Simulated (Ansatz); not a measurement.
# WO (septet): RPA-PBE over vertical spin and charge gaps, def2-TZVPP

How well do these functionals follow the top wave-function level for WO (septet) over vertical spin and charge gaps?

Computed with Ansatz 0.2.0, Gaussian basis. Level: def2-TZVPP, all electrons in the functionals, frozen cores in the correlation of double hybrids and RPA.

The runs, in order: RPA-PBE, at charge 0, septet; charge 0, quintet; charge 0, nonet; charge 1, sextet; charge 1, octet.

7 further runs of the same task are left out: 2 for a known fault of the program, 5 set aside as unsound or not needed.

## 1. The geometry

The geometry is a PBE0/def2-TZVP stationary point (not a proven minimum). No spin-orbit coupling is included. Elements past krypton take def2 core potentials.

2 atoms, charge 0, spin multiplicity 7.

Atoms are counted from 1 here; the program's logs count them from 0.

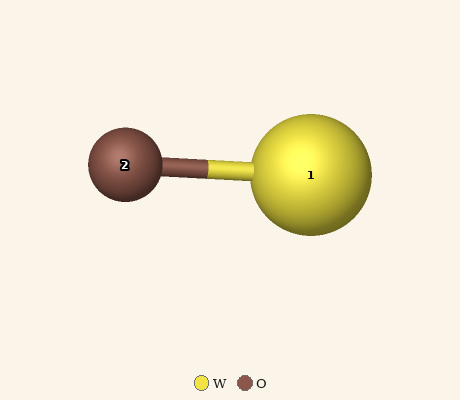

The geometry (tungsten yellow, oxygen brown); atoms are numbered from 1 in the order of the file.

No dispersion term is added.

The geometry shown and the zero of energy belong to the point charge 0, septet. The yardstick, UCCSD(T), and other wave-function levels (R restricted, U unrestricted, valence and pair active spaces) come from earlier runs.

## 2. RPA-PBE, charge 0, septet

Input file in.yaml:

```yaml
crystal:
  periodic: [false, false, false]
  atoms:
    - {symbol: W, position_ang: [0.000000, 0.000000, 0.000000]}
    - {symbol: O, position_ang: [0.000000, 0.000000, 1.994600]}
basis:
  gaussian: {orbitals: def2-TZVPP}
magnetization: {spin_polarized: true, initial_magnetization: 6}
hamiltonian: {xc: {name: PBE}}
correlation: {method: rpa, electrons: outside_noble_gas}
```

The run is started by

```bash
ansatz run in.yaml --threads 1 --pin off --events-out ev --progress --plain --max-ram 4096MiB --backend cpu
```

The program printed:

```text
Functional definition: PBE
  name "PBE"
  cite "Perdew, Burke & Ernzerhof, Phys. Rev. Lett. 77, 3865 (1996) doi:10.1103/PhysRevLett.77.3865"
  parent pbe
  parameter kappa = 0.804
  parameter beta = 0.06672455060314922
  exchange = pbe_x(kappa = kappa, mu = beta*pi^2/3)
  correlation = pbe_c(beta = beta)
576 factors; integrals over basis functions are off by at most 7.7e-4 eV
mean field evaluation 1: about -3863.9747 eV, gradient 2.6e1 eV
mean field evaluation 2: about -3863.9725 eV, gradient 2.6e1 eV
mean field evaluation 4: about -3865.9809 eV, gradient 1.4e1 eV
mean field evaluation 8: about -3866.9920 eV, gradient 4.9e-1 eV
mean field evaluation 16: about -3866.9920 eV, gradient 8.8e-5 eV
mean field evaluation 32: about -3866.9920 eV, gradient 1.4e-2 eV
mean field evaluation 64: about -3865.9674 eV, gradient 1.1e0 eV
mean field evaluation 96: about -3865.8013 eV, gradient 6.0e-1 eV
mean field evaluation 128: about -3859.4360 eV, gradient 2.1e1 eV
mean field evaluation 160: about -3866.9927 eV, gradient 1.3e-1 eV
mean field -3866.99196060 eV, -142.1093334109 hartree, gradient 1.4e-6 eV, S^2 12.005615; 12 other end points of the search recorded, 0 dependent functions left out
5 core orbitals not correlated: weight in the atoms' cores, before any rotation towards them, 0.998 or more for the frozen orbitals, at most 0.002 for the correlated occupied ones
reference -3842.04277236 eV, -141.1924676543 hartree; 9, 3 occupied and 73, 79 virtual orbitals, 576 factors
Total energy: -3855.94050295 eV, -141.7031998329 hartree
```

It took 14 s on 1 thread of AMD EPYC 7R13, shared host.

From the report: ⟨S²⟩ of the determinant 12.006 (pure septet: 12.00).

## 3. RPA-PBE, charge 0, quintet

in.yaml: that of step 2 with these lines changed.

```diff
@@ -7,3 +7,3 @@
   gaussian: {orbitals: def2-TZVPP}
-magnetization: {spin_polarized: true, initial_magnetization: 6}
+magnetization: {spin_polarized: true, initial_magnetization: 4}
 hamiltonian: {xc: {name: PBE}}
```

Same command.

The program printed, cut to the lines that bear on the results:

```text
Functional definition: PBE
  name "PBE"
  cite "Perdew, Burke & Ernzerhof, Phys. Rev. Lett. 77, 3865 (1996) doi:10.1103/PhysRevLett.77.3865"
  parent pbe
[...]
576 factors; integrals over basis functions are off by at most 7.7e-4 eV
[...]
mean field -3869.17688113 eV, -142.1896277591 hartree, gradient 1.2e-6 eV, S^2 6.120789; 9 other end points of the search recorded, 0 dependent functions left out
5 core orbitals not correlated: weight in the atoms' cores, before any rotation towards them, 0.998 or more for the frozen orbitals, at most 0.001 for the correlated occupied ones
reference -3841.04629422 eV, -141.1558477580 hartree; 8, 4 occupied and 74, 78 virtual orbitals, 576 factors
Total energy: -3857.89119829 eV, -141.7748865647 hartree
```

Run time: 12 s. Hardware: 1 thread of AMD EPYC 7R13, shared host.

From the report: ⟨S²⟩ of the determinant 6.121 (pure quintet: 6.00).

From charge 0, septet: -188.2 kJ/mol.

## 4. RPA-PBE, charge 0, nonet

in.yaml: that of step 3 with these lines changed.

```diff
@@ -7,3 +7,3 @@
   gaussian: {orbitals: def2-TZVPP}
-magnetization: {spin_polarized: true, initial_magnetization: 4}
+magnetization: {spin_polarized: true, initial_magnetization: 8}
 hamiltonian: {xc: {name: PBE}}
```

Same command.

The program printed, cut to the lines that bear on the results:

```text
Functional definition: PBE
  name "PBE"
  cite "Perdew, Burke & Ernzerhof, Phys. Rev. Lett. 77, 3865 (1996) doi:10.1103/PhysRevLett.77.3865"
  parent pbe
[...]
576 factors; integrals over basis functions are off by at most 7.7e-4 eV
[...]
mean field -3861.41994076 eV, -141.9045654586 hartree, gradient 1.6e-6 eV, S^2 20.003117; 12 other end points of the search recorded, 0 dependent functions left out
5 core orbitals not correlated: weight in the atoms' cores, before any rotation towards them, 0.993 or more for the frozen orbitals, at most 0.006 for the correlated occupied ones
reference -3838.77556011 eV, -141.0723998184 hartree; 10, 2 occupied and 72, 80 virtual orbitals, 576 factors
Total energy: -3850.86834855 eV, -141.5168015970 hartree
```

It took 13 s on 1 thread of AMD EPYC 7R13, shared host.

From the report: ⟨S²⟩ of the determinant 20.003 (pure nonet: 20.00).

From charge 0, septet: +489.4 kJ/mol.

## 5. RPA-PBE, charge 1, sextet

in.yaml: that of step 4 with these lines changed.

```diff
@@ -7,3 +7,4 @@
   gaussian: {orbitals: def2-TZVPP}
-magnetization: {spin_polarized: true, initial_magnetization: 8}
+total_charge: 1
+magnetization: {spin_polarized: true, initial_magnetization: 5}
 hamiltonian: {xc: {name: PBE}}
```

Same command.

The program printed, cut to the lines that bear on the results:

```text
Functional definition: PBE
  name "PBE"
  cite "Perdew, Burke & Ernzerhof, Phys. Rev. Lett. 77, 3865 (1996) doi:10.1103/PhysRevLett.77.3865"
  parent pbe
[...]
576 factors; integrals over basis functions are off by at most 7.7e-4 eV
[...]
mean field -3859.09825539 eV, -141.8192450947 hartree, gradient 2.4e-6 eV, S^2 8.766533; 15 other end points of the search recorded, 0 dependent functions left out
5 core orbitals not correlated: weight in the atoms' cores, before any rotation towards them, 0.998 or more for the frozen orbitals, at most 0.001 for the correlated occupied ones
reference -3834.23148434 eV, -140.9054081139 hartree; 8, 3 occupied and 74, 79 virtual orbitals, 576 factors
Total energy: -3847.98312379 eV, -141.4107715428 hartree
```

Wall time 17 s (1 thread of AMD EPYC 7R13, shared host).

From the report: ⟨S²⟩ of the determinant 8.767 (pure sextet: 8.75).

From charge 0, septet: +767.8 kJ/mol.

## 6. RPA-PBE, charge 1, octet

in.yaml: that of step 5 with these lines changed.

```diff
@@ -8,3 +8,3 @@
 total_charge: 1
-magnetization: {spin_polarized: true, initial_magnetization: 5}
+magnetization: {spin_polarized: true, initial_magnetization: 7}
 hamiltonian: {xc: {name: PBE}}
```

Launched as before.

The program printed, cut to the lines that bear on the results:

```text
Functional definition: PBE
  name "PBE"
  cite "Perdew, Burke & Ernzerhof, Phys. Rev. Lett. 77, 3865 (1996) doi:10.1103/PhysRevLett.77.3865"
  parent pbe
[...]
576 factors; integrals over basis functions are off by at most 7.7e-4 eV
[...]
mean field -3855.66138149 eV, -141.6929423088 hartree, gradient 5.5e-7 eV, S^2 15.753410; 4 other end points of the search recorded, 0 dependent functions left out
5 core orbitals not correlated: weight in the atoms' cores, before any rotation towards them, 0.995 or more for the frozen orbitals, at most 0.004 for the correlated occupied ones
reference -3833.71604489 eV, -140.8864660635 hartree; 9, 2 occupied and 73, 80 virtual orbitals, 576 factors
Total energy: -3844.98701647 eV, -141.3006666295 hartree
```

Wall time 5.5 s (1 thread of AMD EPYC 7R13, shared host).

From the report: ⟨S²⟩ of the determinant 15.753 (pure octet: 15.75).

From charge 0, septet: +1056.9 kJ/mol.

## 7. Against the wave-function levels

No level is safe as a reference over these points; UCCSD(T) serves as a yardstick only. It comes from earlier runs at the same points. Energies in kJ/mol, counted from charge 0, septet; blanks weren't run or aren't comparable.

| level | septet to quintet | septet to nonet | ionisation to the sextet cation | ionisation to the octet cation |
| --- | --- | --- | --- | --- |
| UCCSD(T) | -169.3 | 486.8 | 747.8 | 1023.4 |
| RPA-PBE | -188.2 | 489.4 | 767.8 | 1056.9 |

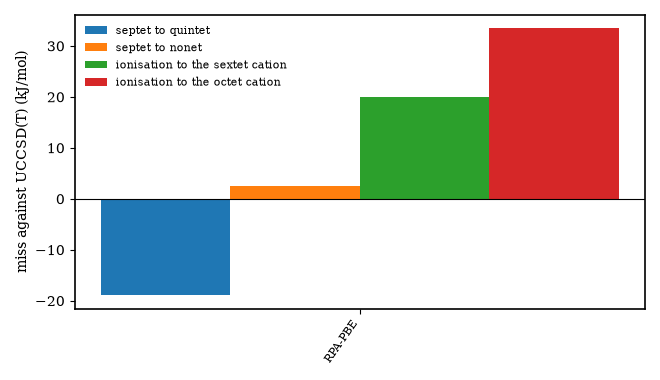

Misses of the gaps against UCCSD(T).

Largest miss and mean time a point (UCCSD(T) took 29 s a point; shared hosts):

| level | largest miss (kJ/mol) | where | time a point |
| --- | --- | --- | --- |
| RPA-PBE | +33.5 | ionisation to the octet cation | 12 s |

## 8. What came out

```
                                 quantity                                          value
              septet to quintet, UCCSD(T)                                  -169.3 kJ/mol
                septet to nonet, UCCSD(T)                                   486.8 kJ/mol
ionisation to the sextet cation, UCCSD(T)                                   747.8 kJ/mol
 ionisation to the octet cation, UCCSD(T)                                  1023.4 kJ/mol
                    largest miss, RPA-PBE  +33.5 kJ/mol (ionisation to the octet cation)
```

In words: RPA-PBE strays by up to 33.5 kJ/mol, at ionisation to the octet cation. Functionals and the yardstick converge differently with the basis, so part of each miss in def2-TZVPP is the basis. The yardstick itself may be off where one determinant is a poor start.
